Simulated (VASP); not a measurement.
Band structure of TiAl (L1_0). These are PBE GGA with D4 dispersion, VASP's PBE PAW potentials (set 64) (plane waves; VASP) values and carry that method's errors.

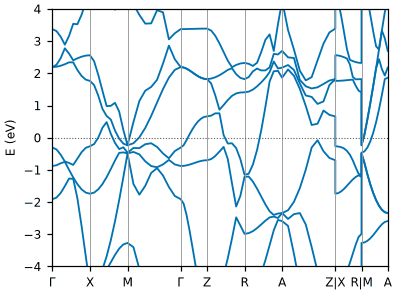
Fig. 1. Bands along high-symmetry lines, zero at the valence-band maximum or, without a gap, the Fermi level

### Question
Read the plot: is there a gap, and where are the band edges?

### Answer
It has no gap at this level: it comes out as a metal or semimetal. (Edges off the drawn lines would not show.)

The compound is TiAl in the L1_0 structure. It was relaxed first. The electron count is odd and the run is not spin-polarised, which forces a metal.
